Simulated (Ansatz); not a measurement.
# Run report: BSiNH₆Cl₂O, molecular dynamics (part 3 of 3)

The same run, continued: BSiNH₆Cl₂O; RKS revPBE/def2-SVP (Ansatz 0.2.0). It belongs to a series of runs on one base structure; here: dynamics from the highest image of the converged band.

Geometry of the input (Å):
```
B  0.0931  0.2786  0.1641
O  0.0277  -0.0799  1.7287
H  -0.8910  -0.3128  1.9733
Cl 1.4400  -0.6457  -0.6479
Cl -1.5921  0.0524  -0.5713
N  0.4295  1.7848  0.4757
H  1.4351  1.9720  0.3541
Si -0.5979  3.1755  -0.0350
H  -0.8353  3.2010  -1.5165
H  -1.8983  3.1210  0.7094
H  0.1611  4.4098  0.3701
H  0.1980  1.0917  1.6639
```

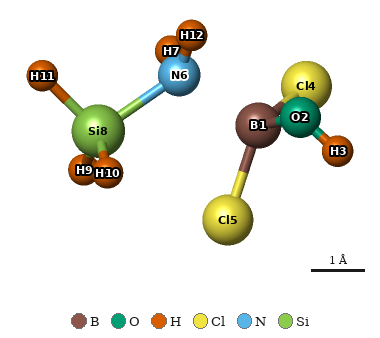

Figure 1. The geometry at step 75 of the log (ball-and-stick view, seen at a tilt; atoms are numbered from 1 in the order of the input).

### Log, continued
```
md step   199: t =    99.50 fs  T =   785.3 K  F+E_penalty+E_count = -37216.93017462 eV  E_kin = 1.015123 eV  conserved = -37215.91505158 eV  (30 SCF iters)
these checks for a lower state are left out or cut short: starts, cluster_reference, orbital_swaps, neighbouring_geometries, increment
1403 factors; their error is unknown
mean field -37216.92225573 eV, -1367.6966663622 hartree, gradient 2.6e-5 eV, S^2 0.000000; 0 other end points of the search recorded, 0 dependent functions left out
the calculation of the forces begins
reference -37216.92230084 eV, -1367.6966680198 hartree; 37, 37 occupied and 89, 89 virtual orbitals, 1403 factors
1403 factors; their error is unknown
mean field evaluation 1632: about -37216.9223 eV, gradient 2.6e-5 eV
mean field -37216.92225573 eV, -1367.6966663622 hartree, gradient 2.6e-5 eV, S^2 0.000000; 1 other end points of the search recorded, 0 dependent functions left out
the calculation of the forces begins
reference -37216.92230084 eV, -1367.6966680198 hartree; 37, 37 occupied and 89, 89 virtual orbitals, 1403 factors
md step   200: t =   100.00 fs  T =   779.4 K  F+E_penalty+E_count = -37216.92225573 eV  E_kin = 1.007482 eV  conserved = -37215.91477354 eV  (30 SCF iters)
```

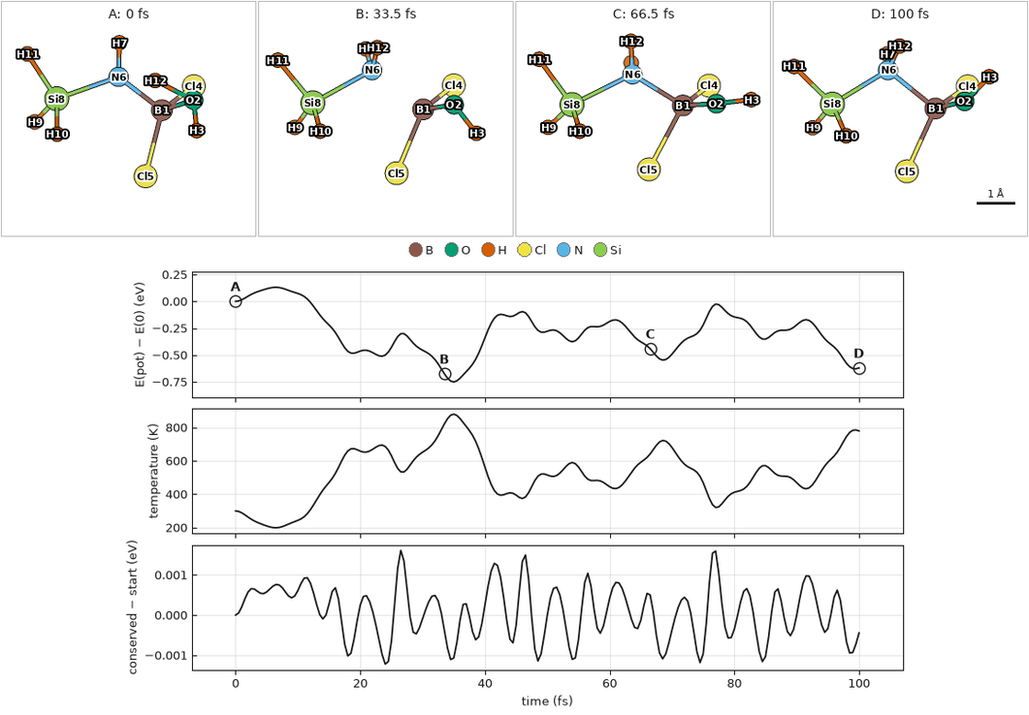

Figure 2. Frames of the molecular dynamics (ball-and-stick, seen at a tilt) above the curves, on which the letters mark them. The trajectory kept here has 201 frames over 100 fs. The temperature starts at 300 K, ranges from 199 to 880 K and averages 535 K over the second half. The potential energy ends 0.620 eV below its first value. The conserved quantity stays within 0.0028 eV. After an unweighted best fit of the last frame on the first, the root-mean-square displacement is 0.53 Å, and H3 has moved furthest (0.95 Å).

```
Total energy: -37216.92230084 eV, -1367.6966680198 hartree
Atom 0 at     0.077658     0.238276     0.307083 Å, force     0.418722    -0.341141     0.935371 eV/Å
Atom 1 at    -0.027336    -0.129341     1.681645 Å, force    -1.393894     0.464746    -0.511104 eV/Å
Atom 2 at     0.771572    -0.534815     2.007523 Å, force     0.737370    -0.585520     0.152703 eV/Å
Atom 3 at     1.431440    -0.728288    -0.570109 Å, force     0.017765    -0.014271    -0.292576 eV/Å
Atom 4 at    -1.548238     0.305434    -0.642669 Å, force     0.142291    -0.523769     0.190220 eV/Å
Atom 5 at     0.633663     1.808092     0.321403 Å, force    -0.556665     0.322005     1.670408 eV/Å
Atom 6 at     1.387265     1.755838    -0.372203 Å, force     0.425730     0.575509     0.061247 eV/Å
Atom 7 at    -0.770908     3.002481     0.030383 Å, force    -0.146841     0.386637     0.147314 eV/Å
Atom 8 at    -0.987328     2.969284    -1.423014 Å, force    -0.232214     0.110991    -0.373718 eV/Å
Atom 9 at    -1.923146     2.661317     0.966730 Å, force     0.496165     0.179693    -0.299682 eV/Å
Atom 10 at    -0.271287     4.403903     0.346562 Å, force     0.118350    -0.262731     0.156825 eV/Å
Atom 11 at     0.972805     1.947618     1.337876 Å, force    -0.026779    -0.312149    -1.837008 eV/Å
Dipole moment:     0.448049     0.849224     0.308504 e Å
```

### Trajectory as extended XYZ (Å, eV, eV/Å), 9 of the 201 frames kept, from step=0 to step=200
```
12
Properties=species:S:1:pos:R:3:forces:R:3 step=0 time_fs=0.0 energy=-37216.30211 temperature=300.0
B     0.0931    0.2786    0.1641    0.0008  -0.0078   0.0025
O     0.0277   -0.0799    1.7287    0.0236   0.0064  -0.0166
H    -0.8910   -0.3128    1.9733   -0.0165  -0.0020   0.0050
Cl    1.4400   -0.6457   -0.6479   -0.0055   0.0039   0.0028
Cl   -1.5921    0.0524   -0.5713   -0.0005  -0.0005   0.0009
N     0.4295    1.7848    0.4757    0.0070  -0.0022   0.0056
H     1.4351    1.9720    0.3541   -0.0101   0.0023   0.0000
Si   -0.5979    3.1755   -0.0350   -0.0030   0.0053  -0.0063
H    -0.8353    3.2010   -1.5165    0.0027  -0.0013  -0.0014
H    -1.8983    3.1210    0.7094    0.0030   0.0022  -0.0012
H     0.1611    4.4098    0.3701   -0.0012  -0.0017   0.0026
H     0.1980    1.0917    1.6639   -0.0002  -0.0046   0.0062
12
Properties=species:S:1:pos:R:3:forces:R:3 step=25 time_fs=12.5 energy=-37216.34794 temperature=335.9
B     0.1442    0.2538    0.1467   -0.9848  -0.5896   1.2058
O     0.0062   -0.1092    1.6455    0.6467  -0.3084  -0.3902
H    -0.8808   -0.4611    1.7852   -0.4572  -0.2322   0.1870
Cl    1.4530   -0.6764   -0.6199    0.6083  -0.2275  -0.6627
Cl   -1.5802    0.1141   -0.5374   -0.1916  -0.0339  -0.6580
N     0.4535    1.7952    0.4657    0.8545   0.2814  -0.4557
H     1.4613    2.0451    0.3601   -0.4606  -0.2857   0.1318
Si   -0.6423    3.1613   -0.0479   -0.8175  -0.4486   1.3059
H    -1.0399    3.1557   -1.4577    0.1859   0.0406  -0.6253
H    -1.8956    3.0099    0.8009    0.2957   0.1248  -0.2088
H     0.0962    4.3506    0.4400    0.1835   0.4072  -0.1831
H     0.2481    1.2775    1.4532    0.1371   1.2718   0.3533
12
Properties=species:S:1:pos:R:3:forces:R:3 step=50 time_fs=25.0 energy=-37216.72982 temperature=630.4
B     0.0979    0.1938    0.2888    0.4975   0.9401  -1.7042
O    -0.0142   -0.1650    1.5662   -1.0284  -1.7091   3.6148
H    -0.7968   -0.7540    1.7012    0.7516   0.3706  -0.0071
Cl    1.4857   -0.7127   -0.6159   -0.1982   0.4733  -0.2799
Cl   -1.5776    0.1748   -0.5302   -0.3902   0.0249  -0.8296
N     0.5186    1.8376    0.4366    0.1231   0.4298  -1.0484
H     1.5138    1.9882    0.1937   -0.2135   0.1197  -0.3375
Si   -0.7045    3.1443   -0.0396   -0.0553   0.1280  -0.5698
H    -0.9053    3.1498   -1.4965   -0.3499  -0.1524  -0.3889
H    -1.9009    2.9986    0.8820    0.3672   0.0237  -0.3001
H     0.0273    4.4276    0.2123    0.0395   0.1177   0.3367
H     0.4578    2.1235    1.4036    0.4568  -0.7663   1.5140
12
Properties=species:S:1:pos:R:3:forces:R:3 step=75 time_fs=37.5 energy=-37216.92461 temperature=781.6
B     0.0898    0.2055    0.3367    0.3045  -0.6981   1.2666
O    -0.0564   -0.3009    1.6995    0.8664   1.9901  -1.2756
H    -0.5225   -1.1368    1.7197   -0.3638  -0.6258  -0.1748
Cl    1.5114   -0.7308   -0.6239   -0.8466   0.8371   0.2798
Cl   -1.5872    0.2365   -0.5552    0.4399  -0.0044  -0.1803
N     0.6014    1.9247    0.4286   -1.3013  -1.5122  -1.0970
H     1.3135    2.0454   -0.2920    0.5189  -0.2737  -0.3835
Si   -0.7563    3.1392   -0.0673    0.3417   0.1029   0.7973
H    -1.0170    2.9795   -1.5325    0.0714   0.0462   0.1508
H    -1.9025    2.9788    0.8808   -0.0105  -0.0192  -0.1635
H    -0.0982    4.4784    0.2351   -0.1030  -0.1764  -0.1852
H     1.1075    2.0143    1.2997    0.0824   0.3335   0.9654
12
Properties=species:S:1:pos:R:3:forces:R:3 step=100 time_fs=50.0 energy=-37216.58035 temperature=515.3
B     0.1206    0.1751    0.4554   -0.2614   0.1060   0.0334
O    -0.0694   -0.3615    1.7849    0.4316   0.2318  -1.9783
H    -0.1460   -1.3361    1.5998    0.0512   0.7366   0.4716
Cl    1.5040   -0.7157   -0.6208   -0.8219   0.5354   0.6450
Cl   -1.5798    0.2962   -0.5877    0.8864  -0.3589   0.4998
N     0.6440    1.8893    0.3720   -0.1069  -1.2639   0.6890
H     1.1005    1.7850   -0.5529    0.4787   0.0572   0.2815
Si   -0.7896    3.1298   -0.0700    0.7131  -0.2543  -0.0074
H    -1.1074    2.8702   -1.5278    0.3108   0.3175   0.3490
H    -1.9669    2.9204    0.7880   -0.1787  -0.0047   0.3642
H    -0.2194    4.5297    0.1536    0.0163  -0.3932  -0.0467
H     1.4293    2.0000    1.1157   -1.5192   0.2905  -1.3011
12
Properties=species:S:1:pos:R:3:forces:R:3 step=125 time_fs=62.5 energy=-37216.53171 temperature=478.0
B     0.1327    0.1677    0.5174    0.0781   0.1530  -2.1037
O    -0.0456   -0.3597    1.7552   -0.1100   0.3865   0.9716
H     0.2480   -1.2784    1.8493    0.0332  -0.0250  -0.1358
Cl    1.4639   -0.6797   -0.5927   -0.1764  -0.2756   0.2942
Cl   -1.5389    0.3415   -0.6016    0.2200  -0.4981   0.4756
N     0.5869    1.7402    0.2799    0.9666   2.8178   0.5967
H     1.2327    1.6031   -0.5532   -0.9044   0.2766   0.4378
Si   -0.8008    3.0911   -0.0511    0.9643  -0.8330  -1.6543
H    -0.9822    3.0564   -1.5602   -0.2859   0.0589   0.4828
H    -1.9236    2.9174    0.8699   -0.3463  -0.0277   0.3404
H    -0.1324    4.4406    0.1376    0.1733  -0.2340   0.4174
H     1.2205    2.3705    0.8961   -0.6126  -1.7995  -0.1227
12
Properties=species:S:1:pos:R:3:forces:R:3 step=150 time_fs=75.0 energy=-37216.52184 temperature=469.2
B     0.1275    0.1713    0.3719   -1.2010  -0.4311   1.4187
O    -0.0225   -0.3200    1.7607   -0.0419   1.2493  -1.6160
H     0.6208   -1.0247    1.9431   -0.0028  -0.0296  -0.1767
Cl    1.4190   -0.6554   -0.5552    1.0507  -1.0697  -0.7842
Cl   -1.4911    0.3646   -0.5987   -1.0953  -0.8763  -0.3352
N     0.5033    1.7408    0.2450    0.2723  -0.9306  -0.5924
H     1.0791    1.7553   -0.6210    0.4017  -0.0056   0.6469
Si   -0.7807    3.0174   -0.0592   -0.1100   0.5627   1.0773
H    -1.1899    3.3069   -1.4735    0.2322  -0.1859   0.1054
H    -1.8448    2.9450    0.9661   -0.3809  -0.1510  -0.0276
H     0.1134    4.0820    0.5068   -0.0493   0.6650  -0.3646
H     1.0724    1.7568    1.0796    0.9243   1.2028   0.6484
12
Properties=species:S:1:pos:R:3:forces:R:3 step=175 time_fs=87.5 energy=-37216.57147 temperature=508.7
B     0.0254    0.1412    0.3547    1.5705   1.2314  -0.8168
O    -0.0005   -0.1969    1.6677   -0.0210  -1.2718   1.9972
H     0.8417   -0.6909    1.8253   -0.7769   0.2012   0.1848
Cl    1.4110   -0.6727   -0.5460    0.6604  -0.9727  -0.8113
Cl   -1.4876    0.3528   -0.6085   -1.7477  -0.8472  -0.6943
N     0.5216    1.7192    0.2724   -0.2057   1.0298  -0.2340
H     1.2869    1.8510   -0.3716    0.5213  -0.1983  -1.3417
Si   -0.7641    2.9796   -0.0142   -0.6327   1.1322   0.3843
H    -1.1859    3.3102   -1.3894    0.0609  -0.2163  -0.4549
H    -1.9654    2.8227    0.8862    0.3962   0.0177  -0.0104
H     0.0688    4.1806    0.4215   -0.2356  -0.0007   0.0548
H     0.9936    2.0966    1.0747    0.4104  -0.1052   1.7423
12
Properties=species:S:1:pos:R:3:forces:R:3 step=200 time_fs=100.0 energy=-37216.92226 temperature=779.4
B     0.0777    0.2383    0.3071    0.4187  -0.3411   0.9354
O    -0.0273   -0.1293    1.6816   -1.3939   0.4647  -0.5111
H     0.7716   -0.5348    2.0075    0.7374  -0.5855   0.1527
Cl    1.4314   -0.7283   -0.5701    0.0178  -0.0143  -0.2926
Cl   -1.5482    0.3054   -0.6427    0.1423  -0.5238   0.1902
N     0.6337    1.8081    0.3214   -0.5567   0.3220   1.6704
H     1.3873    1.7558   -0.3722    0.4257   0.5755   0.0612
Si   -0.7709    3.0025    0.0304   -0.1468   0.3866   0.1473
H    -0.9873    2.9693   -1.4230   -0.2322   0.1110  -0.3737
H    -1.9231    2.6613    0.9667    0.4962   0.1797  -0.2997
H    -0.2713    4.4039    0.3466    0.1184  -0.2627   0.1568
H     0.9728    1.9476    1.3379   -0.0268  -0.3121  -1.8370
```
